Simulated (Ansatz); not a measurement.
# F2GeH2: molecular dynamics

Purpose: to follow the molecule's vibrations and see whether its bonds hold. The start is relaxed first. Runs: 40 steps of 4 fs under a Langevin thermostat at 500 K; 250 steps of 0.25 fs under a Nosé-Hoover thermostat, set from 300 K to 600 K by a schedule. SMILES of the start: [F][GeH2][F].

All numbers below are computed with Ansatz 0.2.0 (RKS r2SCANh-D4/def2-mTZVP).

### Step 1. The starting structure

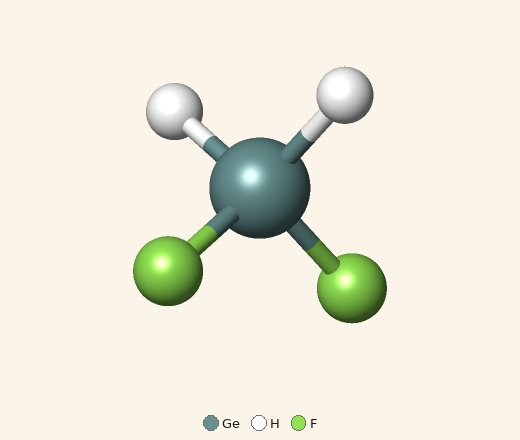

Start, viewed from a free direction; germanium teal, hydrogen white, fluorine green.

Coordinates:

```xyz
5

Ge    0.0000    0.0000    0.0000
H     0.0000    0.0000    1.5500
H     1.4616    0.0000   -0.5162
F    -0.7913    1.3709   -0.5594
F    -0.7913   -1.3709   -0.5594
```

### Step 2. Relaxing the start

File input.yaml:

```yaml
crystal:
  periodic: [false, false, false]
  atoms:
    - { symbol: Ge, position_ang: [0.0, 0.0, 0.0] }
    - { symbol: H, position_ang: [0.0, 0.0, 1.55] }
    - { symbol: H, position_ang: [1.4616, 0.0, -0.5162] }
    - { symbol: F, position_ang: [-0.7913, 1.3709, -0.5594] }
    - { symbol: F, position_ang: [-0.7913, -1.3709, -0.5594] }
basis:
  gaussian: { orbitals: def2-mTZVP }
hamiltonian:
  xc: r2scanh
  dispersion: d4
relax:
  f_tol: 0.02
  max_steps: 40
```

On the command line:

```bash
$ ansatz run input.yaml --threads 2 --pin off --max-ram 3072MiB --backend cpu --events-out ev --progress --plain --runs-dir out
```

Standard output, shortened:

```text
Warning: RAYON_NUM_THREADS=2 ignored (pool sized by the plan → 2); use --threads N
[...]
Functional definition: r2SCANh
[...]
765 factors; integrals over basis functions are off by at most 5.1e-4 eV
[...]
mean field -61985.46795857 eV, -2277.9239322182 hartree, gradient 1.7e-5 eV, S^2 0.000000; 0 other end points of the search recorded, 0 dependent functions left out
[...]
reference -61985.46796564 eV, -2277.9239324781 hartree; 26, 26 occupied and 54, 54 virtual orbitals, 765 factors
relax step   1: F+E_penalty+E_count = -61985.48192913 eV  Δ(F+E_penalty+E_count) = +0.000e0 eV  max|allowed force component| = 2.415e0 eV/Å  Δτ_max = 0.0000 Å  (26 SCF iters, accepted)
[...]
relax step   3: F+E_penalty+E_count = -61985.60968748 eV  Δ(F+E_penalty+E_count) = -2.376e-2 eV  max|allowed force component| = 4.024e-2 eV/Å  Δτ_max = 0.0266 Å  (28 SCF iters, accepted)
[...]
relax step   4: F+E_penalty+E_count = -61985.61002371 eV  Δ(F+E_penalty+E_count) = -3.362e-4 eV  max|allowed force component| = 1.851e-2 eV/Å  Δτ_max = 0.0054 Å  (23 SCF iters, accepted)
765 factors; integrals over basis functions are off by at most 5.6e-4 eV
mean field -61985.59614281 eV, -2277.9286429023 hartree, gradient 1.2e-5 eV, S^2 0.000000; 1 other end points of the search recorded, 0 dependent functions left out
[...]
reference -61985.59614980 eV, -2277.9286431590 hartree; 26, 26 occupied and 54, 54 virtual orbitals, 765 factors
Total energy: -61985.61003070 eV, -2277.9291532727 hartree
Atom 0 at     0.067037    -0.000000     0.047538 Å, force    -0.006795     0.000000    -0.004952 eV/Å
Atom 1 at    -0.065290     0.000000     1.564543 Å, force     0.005408     0.000000     0.002861 eV/Å
Atom 2 at     1.453283     0.000000    -0.582645 Å, force     0.004574     0.000000     0.004201 eV/Å
Atom 3 at    -0.788015     1.369642    -0.557218 Å, force    -0.001594    -0.018505    -0.001055 eV/Å
Atom 4 at    -0.788015    -1.369642    -0.557218 Å, force    -0.001594     0.018505    -0.001055 eV/Å
Dipole moment:     0.459470     0.000000     0.324985 e Å
```

Run time: 10 s. Hardware: 2 threads of Arm Neoverse V2, shared host; peak memory 0.15 GiB.

Relaxation path:

| step | energy from step 1 (eV) | largest force component (eV/Å) |
| --- | --- | --- |
| 1 | 0.0000 | 2.4146 |
| 2 | -0.1040 | 0.9265 |
| 3 | -0.1278 | 0.0402 |
| 4 | -0.1281 | 0.0185 |

Step 1 is the start.

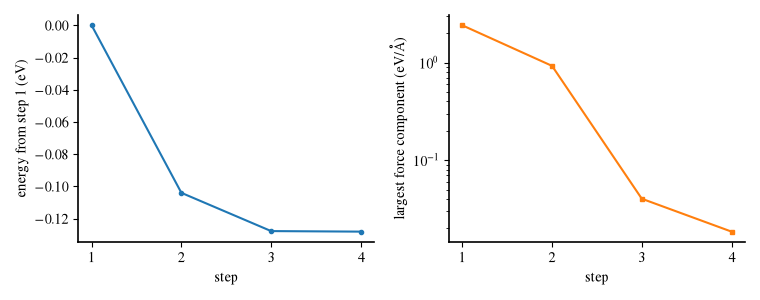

Energy and largest force along the relaxation.

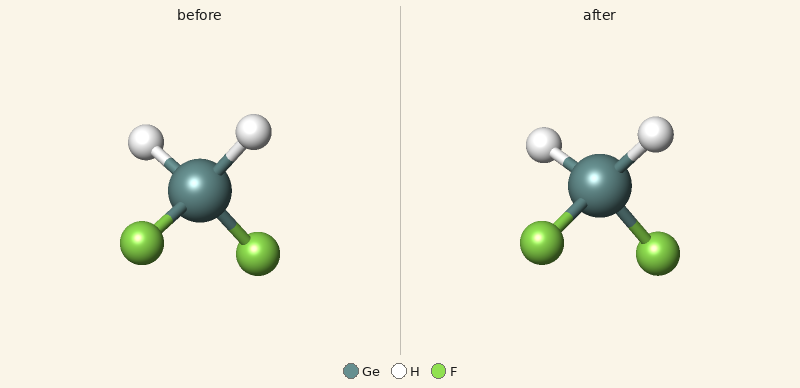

The structure before (left) and after (right), drawn at the same scale.

After: Bond lengths: Ge1–H2 1.523 Å, Ge1–H3 1.523 Å, Ge1–F4 1.724 Å, Ge1–F5 1.724 Å. Angles: H2–Ge1–H3 119.4°, H2–Ge1–F4 107.8°, H2–Ge1–F5 107.8°, H3–Ge1–F4 107.8°, H3–Ge1–F5 107.8°, F4–Ge1–F5 105.2°.

### Step 3. Run 1

40 steps of 4 fs under a Langevin thermostat at 500 K, from the relaxed start.

File input.yaml:

```yaml
crystal:
  periodic: [false, false, false]
  atoms:
    - { symbol: Ge, position_ang: [0.067037, 0.0, 0.047538] }
    - { symbol: H, position_ang: [-0.06529, 0.0, 1.564543] }
    - { symbol: H, position_ang: [1.453283, 0.0, -0.582645] }
    - { symbol: F, position_ang: [-0.788015, 1.369642, -0.557218] }
    - { symbol: F, position_ang: [-0.788015, -1.369642, -0.557218] }
basis:
  gaussian: { orbitals: def2-mTZVP }
hamiltonian:
  xc: r2scanh
  dispersion: d4
md:
  timestep: 4.0
  n_steps: 40
  ensemble: nvt_langevin
  temperature: 500.0
  initial_velocities: maxwell_boltzmann
  seed: 90263
  friction: 0.005
```

On the command line:

```bash
$ ansatz run input.yaml --threads 2 --pin off --max-ram 3072MiB --backend cpu --events-out ev --progress --plain --runs-dir out
```

Standard output, shortened:

```text
Warning: RAYON_NUM_THREADS=2 ignored (pool sized by the plan → 2); use --threads N
[...]
[... 1 set-up line as earlier in the session ...]
[...]
765 factors; integrals over basis functions are off by at most 5.6e-4 eV
[...]
mean field -61985.59614281 eV, -2277.9286429023 hartree, gradient 1.9e-5 eV, S^2 0.000000; 0 other end points of the search recorded, 0 dependent functions left out
[...]
reference -61985.59614980 eV, -2277.9286431590 hartree; 26, 26 occupied and 54, 54 virtual orbitals, 765 factors
md step     0: t =     0.00 fs  T =   400.0 K  F+E_penalty+E_count = -61985.61002372 eV  E_kin = 0.258520 eV  (26 SCF iters)
[...]
md step    10: t =    40.00 fs  T = 75090.8 K  F+E_penalty+E_count = -61979.58711409 eV  E_kin = 48.531208 eV  (33 SCF iters)
[...]
md step    20: t =    80.00 fs  T = 48527.1 K  F+E_penalty+E_count = -61979.44117692 eV  E_kin = 31.363069 eV  (33 SCF iters)
[...]
md step    30: t =   120.00 fs  T = 33150.8 K  F+E_penalty+E_count = -61979.57259194 eV  E_kin = 21.425332 eV  (34 SCF iters)
[...]
md step    39: t =   156.00 fs  T = 23810.2 K  F+E_penalty+E_count = -61979.57345297 eV  E_kin = 15.388547 eV  (33 SCF iters)
[...]
md step    40: t =   160.00 fs  T = 22175.9 K  F+E_penalty+E_count = -61979.53476138 eV  E_kin = 14.332276 eV  (74 SCF iters)
Total energy: -61979.53477394 eV, -2277.7058917048 hartree
Atom 0 at    -0.885833     0.047088     0.578165 Å, force    -1.187792     0.367107     0.439599 eV/Å
Atom 1 at    -2.107057    -0.069992     1.721491 Å, force     0.892377     0.233162    -0.632442 eV/Å
Atom 2 at    96.338363     4.815817   -46.063935 Å, force    -0.000056    -0.000002     0.000026 eV/Å
Atom 3 at    -1.277268     1.361737    -0.505206 Å, force     0.174034    -0.036431     0.412966 eV/Å
Atom 4 at    -1.308464    -1.241198    -0.476291 Å, force     0.121438    -0.563836    -0.220149 eV/Å
Dipole moment:    -1.614232    -0.103949     1.409023 e Å
```

It took 83 s on 2 threads of Arm Neoverse V2, shared host; peak memory 0.15 GiB.

### Step 4. What the atoms did

The trajectory, every 3 steps (energies from step 0):

| time (fs) | T (K) | potential energy change (meV/atom) |
| --- | --- | --- |
| 0.0 | 400 | 0.0 |
| 12.0 | 271 | 269.5 |
| 24.0 | 88466 | 1147.6 |
| 36.0 | 79127 | 1221.3 |
| 48.0 | 69321 | 1204.9 |
| 60.0 | 60515 | 1232.6 |
| 72.0 | 53236 | 1200.2 |
| 84.0 | 46238 | 1230.0 |
| 96.0 | 41066 | 1209.5 |
| 108.0 | 37570 | 1214.0 |
| 120.0 | 33151 | 1207.5 |
| 132.0 | 29332 | 1205.3 |
| 144.0 | 26325 | 1216.8 |
| 156.0 | 23810 | 1207.3 |
| 160.0 | 22176 | 1215.1 |

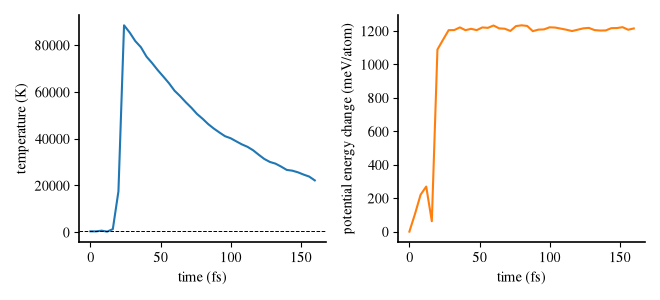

Traces against time; each panel has its own scale. The dashed line is the set temperature.

Bonds that form or break, judged by distance (formed within 1.15 times the sum of covalent radii and held on average over 12 fs, broken when stretched by half; pairs already stretched at the start don't count as bonds):

| time (fs) | bond | event |
| --- | --- | --- |
| 24.0 | Ge1–H3 | breaks |

On run 1: The run blows up, reaching 88466 K, so it describes no real motion.

### Step 5. Run 2

250 steps of 0.25 fs under a Nosé-Hoover thermostat, set from 300 K to 600 K by a schedule, from the relaxed start.

input.yaml: that of step 3 with these lines changed.

```diff
@@ -14,8 +14,11 @@
 md:
-  timestep: 4.0
-  n_steps: 40
-  ensemble: nvt_langevin
-  temperature: 500.0
+  timestep: 0.25
+  n_steps: 250
+  ensemble: nvt_nose_hoover
+  temperature: 300.0
   initial_velocities: maxwell_boltzmann
-  seed: 90263
-  friction: 0.005
+  seed: 83060
+  nose_hoover: { tau: 50.0, chain_length: 5 }
+  temperature_schedule:
+    - { n_steps: 62, end_temperature: 300.0 }
+    - { n_steps: 188, end_temperature: 600.0 }
```

On the command line:

```bash
$ ansatz run input.yaml --threads 2 --pin off --max-ram 3072MiB --backend cpu --events-out ev --progress --plain --runs-dir out
```

Standard output, shortened:

```text
Warning: RAYON_NUM_THREADS=2 ignored (pool sized by the plan → 2); use --threads N
[...]
[... 1 set-up line as earlier in the session ...]
[...]
765 factors; integrals over basis functions are off by at most 5.6e-4 eV
[...]
mean field -61985.59614281 eV, -2277.9286429023 hartree, gradient 1.9e-5 eV, S^2 0.000000; 0 other end points of the search recorded, 0 dependent functions left out
[...]
reference -61985.59614980 eV, -2277.9286431590 hartree; 26, 26 occupied and 54, 54 virtual orbitals, 765 factors
md step     0: t =     0.00 fs  T =   300.0 K (target 300.0 K)  F+E_penalty+E_count = -61985.61002372 eV  E_kin = 0.116334 eV  conserved = -61985.49368972 eV  (26 SCF iters)
[...]
md step    18: t =     4.50 fs  T =   173.0 K (target 300.0 K)  F+E_penalty+E_count = -61985.56059933 eV  E_kin = 0.067077 eV  conserved = -61985.49360650 eV  (21 SCF iters)
[...]
md step    36: t =     9.00 fs  T =   113.2 K (target 300.0 K)  F+E_penalty+E_count = -61985.53697355 eV  E_kin = 0.043882 eV  conserved = -61985.49362317 eV  (19 SCF iters)
[...]
md step    54: t =    13.50 fs  T =   155.3 K (target 300.0 K)  F+E_penalty+E_count = -61985.55272398 eV  E_kin = 0.060236 eV  conserved = -61985.49364880 eV  (23 SCF iters)
[...]
md step    71: t =    17.75 fs  T =   172.1 K (target 313.6 K)  F+E_penalty+E_count = -61985.55739183 eV  E_kin = 0.066721 eV  conserved = -61985.49359825 eV  (22 SCF iters)
md step    72: t =    18.00 fs  T =   171.2 K (target 315.2 K)  F+E_penalty+E_count = -61985.55696407 eV  E_kin = 0.066404 eV  conserved = -61985.49359447 eV  (23 SCF iters)
```

### Step 6. The output, continued: dynamics from the start

The log, continued, shortened:

```text
md step    73: t =    18.25 fs  T =   172.0 K (target 316.8 K)  F+E_penalty+E_count = -61985.55714589 eV  E_kin = 0.066697 eV  conserved = -61985.49359309 eV  (23 SCF iters)
[...]
md step    96: t =    24.00 fs  T =   154.5 K (target 353.5 K)  F+E_penalty+E_count = -61985.54682687 eV  E_kin = 0.059929 eV  conserved = -61985.49362509 eV  (22 SCF iters)
[...]
md step   119: t =    29.75 fs  T =   121.7 K (target 390.2 K)  F+E_penalty+E_count = -61985.53176671 eV  E_kin = 0.047200 eV  conserved = -61985.49367115 eV  (23 SCF iters)
[...]
md step   142: t =    35.50 fs  T =   144.2 K (target 426.9 K)  F+E_penalty+E_count = -61985.53769143 eV  E_kin = 0.055906 eV  conserved = -61985.49365072 eV  (25 SCF iters)
[...]
md step   165: t =    41.25 fs  T =   128.5 K (target 463.6 K)  F+E_penalty+E_count = -61985.52448197 eV  E_kin = 0.049821 eV  conserved = -61985.49358026 eV  (25 SCF iters)
md step   166: t =    41.50 fs  T =   132.3 K (target 465.2 K)  F+E_penalty+E_count = -61985.52568832 eV  E_kin = 0.051293 eV  conserved = -61985.49358397 eV  (20 SCF iters)
```

### Step 7. The log goes on: dynamics from the start

The log, continued, shortened:

```text
md step   167: t =    41.75 fs  T =   137.7 K (target 466.8 K)  F+E_penalty+E_count = -61985.52751073 eV  E_kin = 0.053392 eV  conserved = -61985.49358940 eV  (20 SCF iters)
[...]
md step   186: t =    46.50 fs  T =   145.7 K (target 497.1 K)  F+E_penalty+E_count = -61985.52276017 eV  E_kin = 0.056491 eV  conserved = -61985.49361595 eV  (23 SCF iters)
[...]
md step   205: t =    51.25 fs  T =   209.7 K (target 527.4 K)  F+E_penalty+E_count = -61985.54132748 eV  E_kin = 0.081304 eV  conserved = -61985.49366535 eV  (23 SCF iters)
[...]
md step   224: t =    56.00 fs  T =   203.0 K (target 557.7 K)  F+E_penalty+E_count = -61985.52754996 eV  E_kin = 0.078722 eV  conserved = -61985.49355799 eV  (22 SCF iters)
[...]
md step   249: t =    62.25 fs  T =   260.6 K (target 597.6 K)  F+E_penalty+E_count = -61985.52727180 eV  E_kin = 0.101037 eV  conserved = -61985.49355131 eV  (23 SCF iters)
[...]
md step   250: t =    62.50 fs  T =   250.1 K (target 599.2 K)  F+E_penalty+E_count = -61985.52246010 eV  E_kin = 0.096974 eV  conserved = -61985.49353939 eV  (25 SCF iters)
Total energy: -61985.52246709 eV, -2277.9259353694 hartree
Atom 0 at     0.070927     0.004242     0.048627 Å, force     0.952547    -0.679718    -0.939466 eV/Å
Atom 1 at    -0.008932     0.038807     1.512147 Å, force    -0.263616    -0.005054     1.224178 eV/Å
Atom 2 at     1.543981    -0.096436    -0.467348 Å, force    -0.700298     0.197240    -0.077610 eV/Å
Atom 3 at    -0.798516     1.341781    -0.555908 Å, force    -0.066382     0.405227    -0.273053 eV/Å
Atom 4 at    -0.800188    -1.354939    -0.566028 Å, force     0.077749     0.082305     0.065950 eV/Å
Dipole moment:     0.440037     0.033152     0.316096 e Å
```

Run time: 7.7 min. Hardware: 2 threads of Arm Neoverse V2, shared host; peak memory 0.15 GiB.

### Step 8. What the atoms did

One step in 13; energies are changes from step 0:

| time (fs) | T (K) | potential energy change (meV/atom) | conserved energy change (meV/atom) |
| --- | --- | --- | --- |
| 0.0 | 300 | 0.0 | 0.00 |
| 3.2 | 188 | 8.7 | 0.02 |
| 6.5 | 186 | 8.9 | 0.00 |
| 9.8 | 85 | 16.8 | 0.02 |
| 13.0 | 132 | 13.3 | 0.01 |
| 16.2 | 196 | 8.5 | 0.01 |
| 19.5 | 198 | 8.7 | 0.01 |
| 22.8 | 218 | 7.6 | 0.00 |
| 26.0 | 76 | 18.9 | 0.02 |
| 29.2 | 121 | 15.7 | 0.00 |
| 32.5 | 51 | 21.4 | 0.02 |
| 35.8 | 157 | 13.5 | 0.01 |
| 39.0 | 165 | 13.7 | 0.01 |
| 42.2 | 152 | 15.5 | 0.02 |
| 45.5 | 193 | 13.5 | 0.01 |
| 48.8 | 93 | 22.0 | 0.03 |
| 52.0 | 227 | 12.8 | 0.00 |
| 55.2 | 187 | 17.4 | 0.03 |
| 58.5 | 341 | 7.4 | 0.01 |
| 61.8 | 287 | 14.2 | 0.02 |
| 62.5 | 250 | 17.5 | 0.03 |

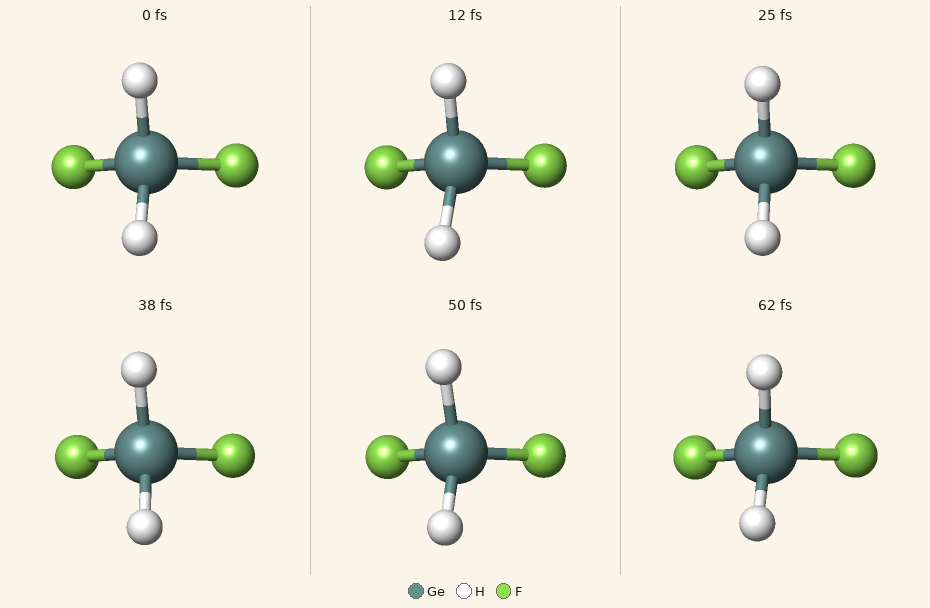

Six frames of the run, seen from a chosen angle. Sticks join atoms within a bonding distance in each frame.

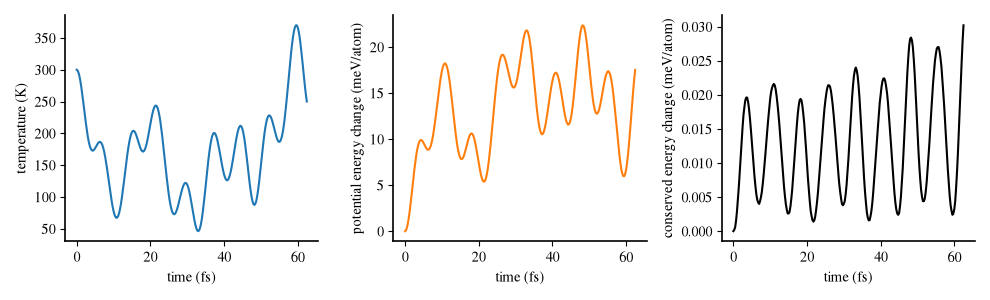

Traces against time; each panel has its own scale.

### Step 9. Positions and forces

Positions (Å) and forces (eV/Å):

```xyz
5
time_fs=7.8 T=163 dE=0.0537
Ge    0.074    0.002    0.050   -0.135   -0.232    0.445
H    -0.164    0.124    1.566    0.302   -0.296   -0.231
H     1.440    0.036   -0.615    0.113   -0.130    0.139
F    -0.792    1.333   -0.555   -0.408    0.749   -0.453
F    -0.803   -1.349   -0.568    0.128   -0.090    0.099
5
time_fs=15.5 T=204 dE=0.0392
Ge    0.080    0.002    0.055    0.084   -0.287   -0.220
H    -0.121    0.100    1.545    0.129   -0.195    0.334
H     1.476    0.008   -0.576   -0.135   -0.064    0.127
F    -0.807    1.316   -0.565   -0.245    0.697   -0.356
F    -0.815   -1.331   -0.576    0.167   -0.151    0.115
5
time_fs=23.5 T=182 dE=0.0523
Ge    0.086    0.000    0.059   -0.513   -0.060    0.586
H     0.008   -0.041    1.618   -0.128    0.118   -0.626
H     1.490   -0.051   -0.496    0.165    0.113   -0.263
F    -0.830    1.319   -0.585    0.355   -0.003    0.224
F    -0.823   -1.316   -0.581    0.121   -0.168    0.079
5
time_fs=31.2 T=88 dE=0.0923
Ge    0.089   -0.002    0.065   -0.079    0.242   -1.202
H     0.058   -0.120    1.552   -0.263    0.213    0.655
H     1.517   -0.050   -0.522   -0.392    0.171   -0.050
F    -0.842    1.324   -0.600    0.655   -0.387    0.563
F    -0.826   -1.307   -0.583    0.078   -0.239    0.034
5
time_fs=39.0 T=165 dE=0.0687
Ge    0.090   -0.003    0.065   -0.944    0.351    0.284
H    -0.021   -0.078    1.629    0.058    0.162   -0.782
H     1.434    0.035   -0.607    0.372   -0.020   -0.056
F    -0.836    1.318   -0.599    0.407   -0.172    0.477
F    -0.827   -1.304   -0.585    0.107   -0.320    0.076
5
time_fs=47.0 T=120 dE=0.0977
Ge    0.085   -0.001    0.063    0.203    0.189   -1.619
H    -0.092    0.045    1.524    0.088   -0.117    1.018
H     1.438    0.116   -0.683   -0.275   -0.281    0.473
F    -0.817    1.307   -0.582   -0.205    0.518   -0.011
F    -0.825   -1.313   -0.584    0.190   -0.309    0.139
5
time_fs=54.8 T=187 dE=0.0857
Ge    0.079    0.003    0.054   -0.462   -0.333    1.313
H    -0.087    0.111    1.627    0.195   -0.298   -0.958
H     1.432    0.057   -0.579    0.542   -0.152   -0.152
F    -0.802    1.311   -0.565   -0.478    0.898   -0.385
F    -0.816   -1.331   -0.578    0.203   -0.115    0.181
5
time_fs=62.5 T=250 dE=0.0876
Ge    0.071    0.004    0.049    0.953   -0.680   -0.940
H    -0.009    0.039    1.512   -0.264   -0.005    1.224
H     1.544   -0.096   -0.467   -0.700    0.197   -0.078
F    -0.798    1.342   -0.556   -0.066    0.405   -0.273
F    -0.800   -1.355   -0.566    0.078    0.082    0.066
```

Reading of run 2. The set-point goes from 300 to 600 K in 62 fs, and the last tenth of the run averages 312 K. Such a rate, of order 10^16 K/s, is far beyond any furnace or quench, and the atoms lag the set-point. The conserved energy strays from its start by at most 0.03 meV/atom, 0.2 % of the mean kinetic energy, which is good for a step of 0.25 fs. No bond forms or breaks.

### Step 10. Results

| quantity | value |
| --- | --- |
| relaxation of the start | 3 moves, 0.128 eV lower |
| run 1: length | 40 steps of 4 fs |
| run 1: temperature, first and last step | 400 and 22176 K |
| run 1: temperature, second half | mean 33917 K, from 22176 to 48527 K |
| run 1: potential energy, second half | +1213 meV/atom from this run's first step |
| run 1: bonds formed or broken | 1 |
| run 2: length | 250 steps of 0.25 fs |
| run 2: temperature, first and last step | 300 and 250 K |
| run 2: temperature, second half | mean 185 K, from 46 to 370 K |
| run 2: potential energy, second half | +15 meV/atom from this run's first step |
| run 2: largest change of the conserved energy | 0.03 meV/atom |
| run 2: bonds formed or broken | 0 |

Mean temperatures of the second halves: none that means anything (unstable run), 185 K. Bonds changed in run 1 (an artefact of the unstable or too long step). Averages from a run of 62 fs with 5 atoms are rough. The nuclei move classically, without zero-point motion, which matters most for hydrogen.
